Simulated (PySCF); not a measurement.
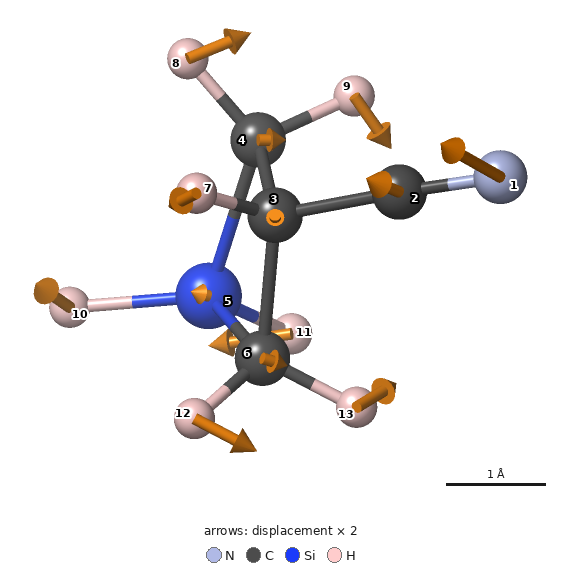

This is a relaxation of C$_{4}$H$_{7}$NSi. The starting structure is drawn; orange arrows show the displacements, magnified 2 times. The two geometries are superimposed by the best rigid fit.

Style: ball-and-stick. Shown from a free direction.

The start comes from GFN2-xTB. Its atoms were then displaced at random by about 0.01 Å.

Method: PySCF, PBE0-D3(BJ)/def2-SVP geometry optimisation, gas phase. 

What happened in the run?

Answer. The largest move after the best rigid fit is that of N1, 0.56 Å. By element the largest moves are N 0.56 Å, H 0.45 Å, C 0.27 Å, Si 0.11 Å. Near-neighbour distances that change, for instance: Si5–H10 1.444 → 1.494 Å, C3–H7 1.071 → 1.103 Å, C2–C3 1.429 → 1.458 Å, N1–C2 1.135 → 1.158 Å. Among the angles between lasting bonds that change: Si5–C4–H9 116.1° → 110.7°, Si5–C6–H13 115.5° → 110.2°, C3–C4–Si5 91.8° → 86.8°. The energy falls by 22.7 kJ/mol in 10 geometry steps.
